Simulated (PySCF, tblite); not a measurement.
# C₄H₆F₂O₂Si: geometry, infrared bands and NMR shifts

Aim: predict the infrared bands and NMR shifts of C₄H₆F₂O₂Si (`FCO[C@H]1C=C(F)[SiH2]O1`).

Computed with tblite 0.8.0 and PySCF 2.14.0, with density-fitted response routines of our own, on a single molecule in the gas phase. Atoms are numbered from 0 throughout.

### Step 1. Starting geometry

15 atoms, charge 0, multiplicity 1; geometry from: force field or distance geometry start.

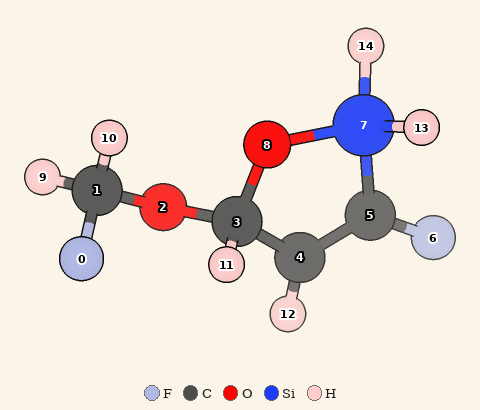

The starting geometry (fluorine light blue, carbon dark grey, oxygen red, silicon blue, hydrogen pink), atoms numbered.

### Step 2. Geometry optimisation with GFN2-xTB

What the job is given:

```
{"job": {"kind": "relax", "xc": "GFN2-xTB", "basis": "xTB"}, "charge": 0, "multiplicity": 1}
F      3.019200     0.671800     0.439500
C      2.480700    -0.384500    -0.228600
O      1.294000     0.031400    -0.831800
C      0.314400     0.396300     0.129300
C     -0.799900     1.117000    -0.574400
C     -2.017300     0.576700    -0.437500
F     -3.128600     1.076800    -0.988900
Si    -1.864400    -0.903500     0.607600
O     -0.195200    -0.792600     0.802000
H      3.190100    -0.698600    -0.986900
H      2.323400    -1.216300     0.480100
H      0.739100     1.055800     0.897000
H     -0.611800     2.011600    -1.152000
H     -2.534000    -0.771900     1.918500
H     -2.214100    -2.161800    -0.095900
```

Run with:

```console
OMP_NUM_THREADS=1 python probes_run.py task.json out
```

This one command runs all jobs of the session in turn.

What it wrote:

```text
step      E/eV     max force
  0    -842.70575    2.583
  1    -842.84758    1.064
  2    -842.89307    0.666
  3    -842.91096    0.323
  4    -842.92322    0.249
  5    -842.93158    0.198
  6    -842.93594    0.216
  7    -842.94077    0.181
  8    -842.94361    0.125
  9    -842.94546    0.105
 10    -842.94693    0.089
 11    -842.94844    0.101
 12    -842.94967    0.103
 13    -842.95055    0.079
 14    -842.95120    0.053
 15    -842.95177    0.060
 16    -842.95222    0.053
 17    -842.95257    0.048
 18    -842.95291    0.048
 19    -842.95333    0.059
 20    -842.95385    0.061
 21    -842.95442    0.055
 22    -842.95506    0.065
 23    -842.95585    0.099
 24    -842.95676    0.109
 25    -842.95765    0.079
 26    -842.95838    0.064
 27    -842.95902    0.061
 28    -842.95965    0.067
 29    -842.96024    0.068
 30    -842.96073    0.071
 31    -842.96124    0.074
 32    -842.96186    0.074
 33    -842.96248    0.068
 34    -842.96291    0.045
 35    -842.96316    0.042
 36    -842.96340    0.048
 37    -842.96374    0.053
 38    -842.96420    0.053
 39    -842.96465    0.051
 40    -842.96498    0.043
 41    -842.96526    0.040
 42    -842.96553    0.045
 43    -842.96580    0.038
 44    -842.96607    0.039
 45    -842.96629    0.031
 46    -842.96645    0.034
 47    -842.96660    0.027
 48    -842.96673    0.030
 49    -842.96684    0.026
 50    -842.96693    0.022
 51    -842.96700    0.019
 52    -842.96706    0.018
 53    -842.96712    0.018
 54    -842.96717    0.016
 55    -842.96721    0.011
 56    -842.96723    0.014
 57    -842.96725    0.013
 58    -842.96727    0.011
 59    -842.96729    0.013
 60    -842.96731    0.012
 61    -842.96732    0.010
```

Run time: 0.43 s. Hardware: 1 thread of Arm Neoverse V1, shared host.

Along the way: (not every step is listed)

```csv
step,energy from step 0 (eV),largest force (eV/Å)
0,0.0000,2.5831
1,-0.1418,1.0640
2,-0.1873,0.6660
3,-0.2052,0.3232
4,-0.2175,0.2494
5,-0.2258,0.1982
6,-0.2302,0.2163
7,-0.2350,0.1812
8,-0.2379,0.1249
12,-0.2439,0.1027
16,-0.2465,0.0529
20,-0.2481,0.0606
24,-0.2510,0.1093
28,-0.2539,0.0671
32,-0.2561,0.0741
36,-0.2577,0.0481
40,-0.2592,0.0433
44,-0.2603,0.0393
48,-0.2610,0.0301
52,-0.2613,0.0180
56,-0.2615,0.0137
57,-0.2615,0.0128
58,-0.2615,0.0106
59,-0.2615,0.0131
60,-0.2616,0.0122
61,-0.2616,0.0099
```

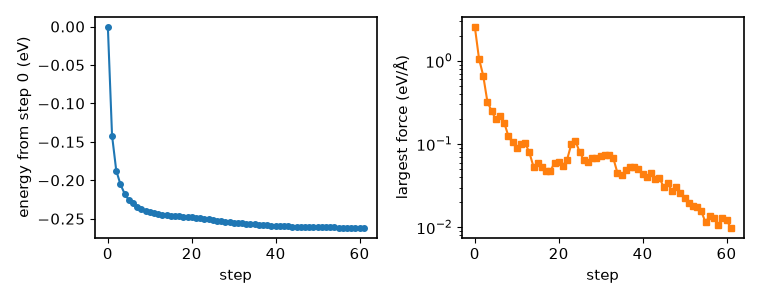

Energy and force, step by step.

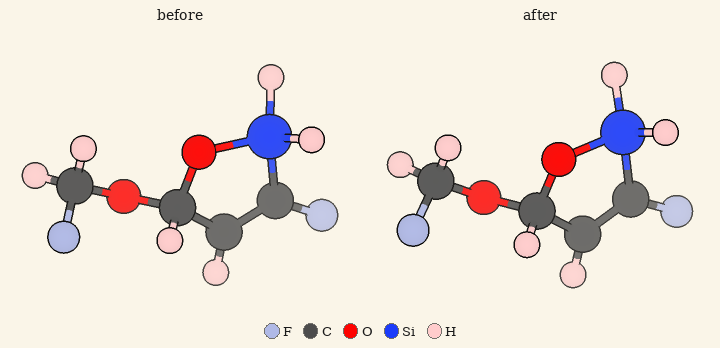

The geometry before (left) and after (right).

Distances of close pairs at the start and the end, largest changes first:

```csv
bond,before (Å),after (Å),change (Å)
C5–Si7,1.818,1.893,+0.075
C3–O8,1.458,1.399,-0.059
Si7–O8,1.684,1.643,-0.041
Si7–H14,1.483,1.457,-0.027
Si7–H13,1.478,1.455,-0.023
C1–O2,1.395,1.373,-0.022
F0–C1,1.361,1.376,+0.015
C4–C5,1.339,1.326,-0.013
```

The final coordinates are the input of the step that follows.

### Step 3. Harmonic vibrations with GFN2-xTB

What the job is given:

```
{"job": {"kind": "ir", "xc": "GFN2-xTB", "basis": "xTB"}, "charge": 0, "multiplicity": 1}
F      3.155215     0.532775     0.357700
C      2.381290    -0.444294    -0.224531
O      1.242567     0.095714    -0.768251
C      0.280692     0.508775     0.176944
C     -0.825237     1.200092    -0.560852
C     -1.990116     0.572511    -0.471843
F     -3.105791     1.021545    -1.066623
Si    -1.796334    -0.974330     0.602535
O     -0.220934    -0.595475     0.873845
H      2.966329    -0.874453    -1.043404
H      2.169074    -1.181172     0.563493
H      0.755009     1.179006     0.912689
H     -0.602311     2.095719    -1.112606
H     -2.492315    -0.906819     1.878812
H     -1.921552    -2.221607    -0.139820
```

What it wrote:

```text
mode    cm-1     km/mol
  1      54.8      2.28
  2      63.8      0.84
  3     122.2      8.58
  4     133.5      4.54
  5     251.7     12.55
  6     302.9     13.20
  7     334.6      2.97
  8     398.1      4.05
  9     420.9     20.55
 10     504.5      7.28
 11     522.5      5.93
 12     551.0     11.12
 13     579.1    110.72
 14     636.5      4.06
 15     660.1    153.85
 16     743.7     26.10
 17     773.6    174.39
 18     815.8    195.23
 19     825.4     46.72
 20     947.3     49.97
 21     962.7    285.50
 22     986.1     86.91
 23    1074.0    144.51
 24    1096.4     42.75
 25    1114.7    141.29
 26    1179.1     53.62
 27    1224.7     34.56
 28    1228.7     27.12
 29    1279.8     46.67
 30    1305.6      7.90
 31    1315.2     12.89
 32    1416.3      0.61
 33    1665.5     64.19
 34    2312.7    333.72
 35    2334.0    167.40
 36    2848.8     41.51
 37    2900.3     29.05
 38    2963.1     16.11
 39    3129.3      6.26
```

Wall time 0.53 s (1 thread of Arm Neoverse V1, shared host).

The strongest bands and the atoms that carry them (share of the mass-weighted mode):

```csv
cm⁻¹,km/mol,atoms
660,153.8,"H14 28 %, H13 26 %, Si7 20 %"
774,174.4,"H13 40 %, H14 40 %, O8 11 %"
816,195.2,"O8 37 %, Si7 27 %"
963,285.5,"C3 21 %, O8 20 %, C1 18 %, H12 15 %"
1074,144.5,"C1 23 %, O2 22 %, C3 21 %, H12 12 %"
1115,141.3,"O2 28 %, C1 26 %, C3 11 %"
2313,333.7,"H14 85 %, H13 11 %"
2334,167.4,"H13 86 %, H14 12 %"
```

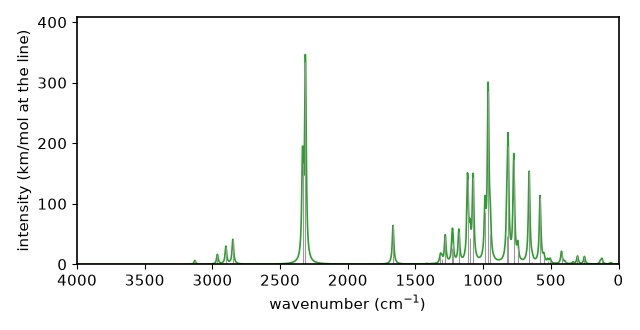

The infrared spectrum from these modes, unscaled. Lines are broadened to a width of 14 cm⁻¹ (Lorentzian).

### Step 4. Nuclear shieldings: PBE0/pcSseg-1

The job, as its differences from that of step 3:

```diff
@@ -1,2 +1,2 @@
-{"job": {"kind": "ir", "xc": "GFN2-xTB", "basis": "xTB"}, "charge": 0, "multiplicity": 1}
+{"job": {"kind": "nmr", "xc": "PBE0", "basis": "pcSseg-1"}, "charge": 0, "multiplicity": 1}
 F      3.155215     0.532775     0.357700
```

With the program's defaults for keys left out, this is: GIAO PBE0/pcSseg-1 NMR shielding, non-relativistic, gas phase.

What it wrote:

```text
coarse grid: 14032 points
cycle   1  E = -794.6923423564  dE =  1.535e+00  |g| = 9.869e-01  |ddm| = 3.549e+00
cycle   2  E = -794.5236594097  dE =  1.687e-01  |g| = 1.409e+00  |ddm| = 1.571e+00
cycle   3  E = -794.8538988056  dE = -3.302e-01  |g| = 1.007e-01  |ddm| = 1.032e+00
cycle   4  E = -794.8553643100  dE = -1.466e-03  |g| = 5.726e-02  |ddm| = 1.277e-01
cycle   5  E = -794.8559825504  dE = -6.182e-04  |g| = 1.154e-02  |ddm| = 4.862e-02
cycle   6  E = -794.8560031149  dE = -2.056e-05  |g| = 4.719e-03  |ddm| = 1.136e-02
cycle   7  E = -794.8560080524  dE = -4.937e-06  |g| = 1.072e-03  |ddm| = 4.185e-03
final grid: 134616 points
cycle   8  E = -794.9429922136  dE = -3.170e-05  |g| = 1.276e-02  |ddm| = 2.484e-02
cycle   9  E = -794.9429605732  dE =  3.164e-05  |g| = 1.870e-02  |ddm| = 1.940e-02
cycle  10  E = -794.9430205160  dE = -5.994e-05  |g| = 1.104e-03  |ddm| = 1.204e-02
cycle  11  E = -794.9430207363  dE = -2.203e-07  |g| = 3.408e-04  |ddm| = 1.047e-03
cycle  12  E = -794.9430207546  dE = -1.837e-08  |g| = 1.345e-04  |ddm| = 3.160e-04
cycle  13  E = -794.9430207587  dE = -4.026e-09  |g| = 3.349e-05  |ddm| = 1.343e-04
cycle  14  E = -794.9430207589  dE = -2.165e-10  |g| = 1.227e-05  |ddm| = 3.134e-05
converged SCF energy = -794.9430207589

GIAO shielding tensors (ppm)
atom      isotropic    diamagn.    paramagn.     s11        s22        s33       span
  0 F      359.813     472.125    -112.312    248.236    378.928    452.275    204.038
  1 C       84.755     239.954    -155.199     57.046     80.403    116.817     59.771
  2 O      188.086     399.080    -210.994    148.192    161.624    254.442    106.250
  3 C       86.226     242.796    -156.569     60.648     89.604    108.427     47.780
  4 C       54.000     258.154    -204.154    -56.879     76.266    142.612    199.492
  5 C        6.894     258.730    -251.836    -85.075     48.178     57.580    142.655
  6 F      301.621     470.799    -169.177    179.101    256.303    469.460    290.358
  7 Si     371.965     880.577    -508.612    324.726    356.257    434.911    110.185
  8 O      283.170     398.497    -115.327    219.218    301.586    328.707    109.488
  9 H       26.088      27.248      -1.160     21.282     26.312     30.671      9.389
 10 H       25.598      28.850      -3.252     20.966     27.554     28.274      7.308
 11 H       25.305      30.337      -5.032     21.540     25.349     29.026      7.485
 12 H       25.268      30.878      -5.610     23.260     24.783     27.760      4.501
 13 H       26.479      28.655      -2.176     23.097     24.221     32.121      9.024
 14 H       26.321      29.011      -2.690     22.969     24.310     31.683      8.714
```

Wall time 40 s (1 thread of Arm Neoverse V1, shared host); peak memory 0.83 GiB.

The references, computed at this level on geometries of the same kind, shield at (ppm): ¹H TMS 31.72, ¹³C TMS 186.9, ²⁹Si TMS 349.2, ¹⁹F CFCl3 170.9, ¹⁷O H2O 336.1. Their shielding less the atom's gives the shift. The references are single molecules in the gas phase, so shifts against H2O, NH3, PH3, H3PO4 or CFCl3 are not on the usual liquid scales and can be off by tens of ppm.

```csv
atoms,environment,σ (ppm),δ (ppm),δ scaled to CDCl3
C5,fully substituted alkene carbon,6.9,180.0,173.8
C4,alkene CH,54.0,132.9,127.8
C1,sp3 CH2 bonded to F and O,84.8,102.2,97.8
C3,sp3 carbon bearing two oxygens,86.2,100.7,96.4
H12,hydrogen on an alkene CH,25.27,6.45,6.19
H11,hydrogen on an sp3 carbon bearing two oxygens,25.31,6.41,6.15
H10,hydrogen on an sp3 CH2 bonded to F and O,25.60,6.12,5.87
H9,hydrogen on an sp3 CH2 bonded to F and O,26.09,5.63,5.41
H14,"hydrogen on a silicon bonded to C, O, in a 5-membered ring",26.32,5.40,–
H13,"hydrogen on a silicon bonded to C, O, in a 5-membered ring",26.48,5.24,–
F6,vinylic fluorine,301.6,-130.7,–
F0,fluorine on an sp3 carbon,359.8,-188.9,–
O2,ether oxygen,188.1,148.0,–
O8,"oxygen bonded to C, Si, in a 5-membered ring",283.2,52.9,–
Si7,"silicon bonded to C, O, 2 H, in a 5-membered ring",372.0,-22.8,–
```

The scaled column applies a straight-line fit of computed shieldings to shifts measured in CDCl3, and one for carbons that bear F (root-mean-square error 0.16 ppm for H, 1.9 ppm for C).

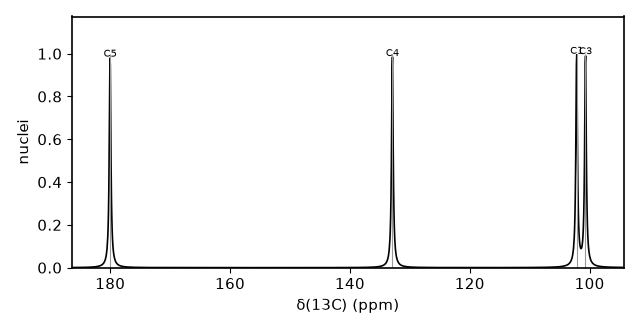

¹³C lines at the computed shifts, without couplings. Lines are broadened to a width of 0.32 ppm (Lorentzian).

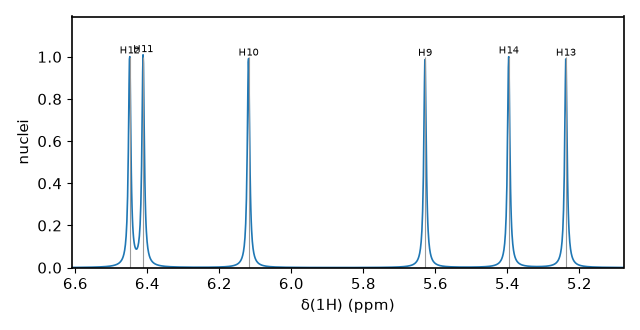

¹H lines at the computed shifts, without couplings. Lines are broadened to a width of 0.01 ppm (Lorentzian).

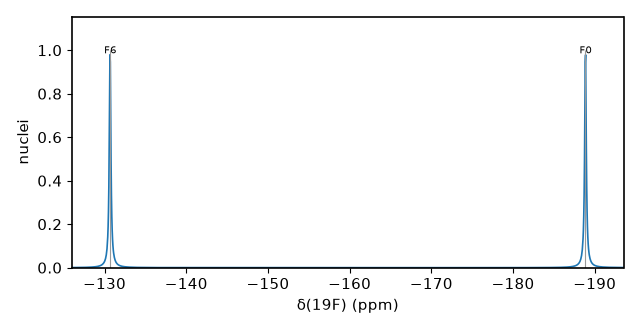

¹⁹F lines at the computed shifts, without couplings. Lines are broadened to a width of 0.23 ppm (Lorentzian).

Charges from the same density, by scheme (e):

```csv
atoms,Mulliken,IAO,Hirshfeld,ESP fit
F0,-0.34,-0.34,-0.13,-0.25
C1,0.37,0.22,0.09,0.22
O2,-0.49,-0.38,-0.14,-0.32
C3,0.37,0.27,0.11,0.27
C4,-0.17,-0.21,-0.08,-0.39
C5,0.03,0.01,-0.01,0.09
F6,-0.27,-0.26,-0.09,-0.16
Si7,0.85,1.00,0.42,0.61
O8,-0.63,-0.66,-0.23,-0.43
```

Mulliken charges:

F0 -0.34; C1 0.37; O2 -0.49; C3 0.37; C4 -0.17; C5 0.03; F6 -0.27; Si7 0.85; O8 -0.63; H9 0.11; H10 0.10; H11 0.14; H12 0.13; H13 -0.10; H14 -0.10

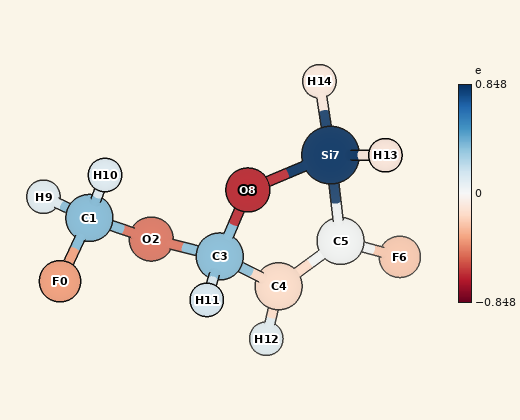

Mulliken charges, as colours on the atoms.

Mayer bond orders: F0–C1 0.89, C1–O2 1.02, O2–C3 0.89, C3–C4 1.05, C4–C5 1.80, C5–F6 0.93, C5–Si7 0.87, Si7–O8 0.95, O8–C3 0.91.

Ring of atoms C3, C4, C5, Si7, O8: NICS(0) -5.6, NICS(1) -3.1, NICS(1)zz -2.3 ppm (means of both faces).

Orbitals, density, ELF and potential are computed afterwards from the orbital file.

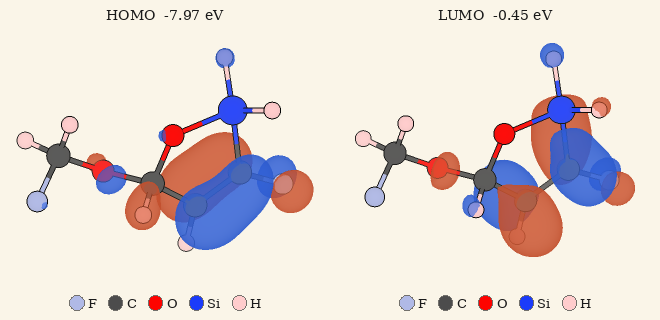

PBE0/pcSseg-1 orbitals near the gap, drawn at the value that encloses 70 % of each; the two colours are the two signs.

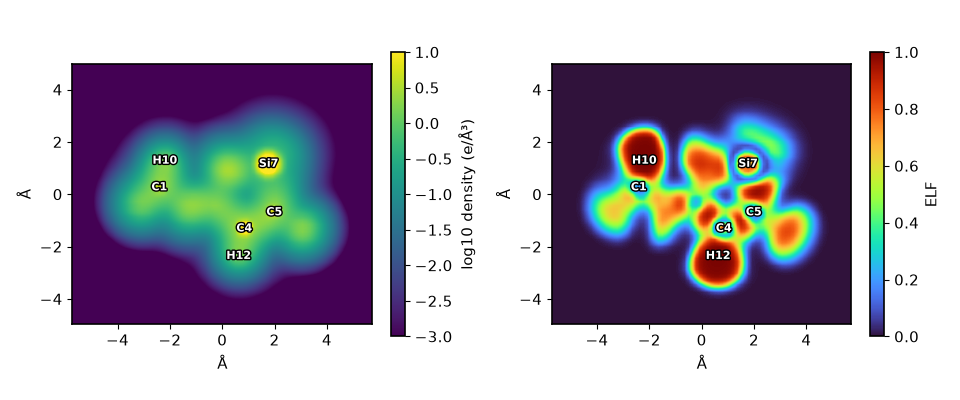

Density (left) and ELF (right) in a plane through or near 6 of the atoms.

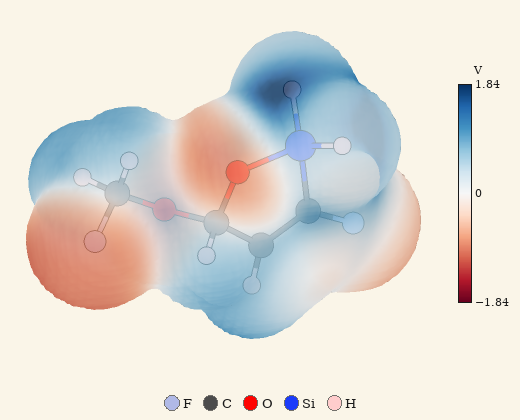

The potential that a unit positive charge feels on the 0.002 e/bohr³ surface, from -1.03 V near O2 to 1.84 V near Si7.

### Step 5. Outcome

```
                                 quantity                                   value
strongest single infrared mode (GFN2-xTB)                   2313 cm⁻¹, 334 km/mol
             zero-point energy (GFN2-xTB)                           60.0 kcal/mol
   ¹³C shifts against TMS (PBE0/pcSseg-1)          180.0, 132.9, 102.2, 100.7 ppm
    ¹H shifts against TMS (PBE0/pcSseg-1)  6.45, 6.41, 6.12, 5.63, 5.40, 5.24 ppm
 ¹⁹F shifts against CFCl3 (PBE0/pcSseg-1)                      -130.7, -188.9 ppm
   ¹⁷O shifts against H2O (PBE0/pcSseg-1)                         148.0, 52.9 ppm
  ²⁹Si shifts against TMS (PBE0/pcSseg-1)                               -22.8 ppm
    surface potential, least and greatest                      -1.03 V and 1.84 V
```

Over 61 steps the energy fell by 0.262 eV; of the close pairs, C5–Si7 changed most, 1.818 to 1.893 Å. All 39 modes are real, so the xTB geometry is a minimum. The strongest single mode, at 2313 cm⁻¹, moves mainly H14. Unscaled tight-binding wavenumbers are off by several per cent, some by more. Its intensities can rank the bands wrongly. H12 (hydrogen on an alkene CH) lies farthest downfield among hydrogen, at 6.45 ppm; attached to an sp2 carbon and in the plane of the double bond. At PBE0/pcSseg-1: Shielding is most anisotropic at F6 (span 290 ppm, paramagnetic term -169 ppm). By nearest atom (PBE0/pcSseg-1), the HOMO sits on C4, C5 about 33 % each; F6 13 % and the LUMO on C4, C5 about 31 % each; H12 8 %.
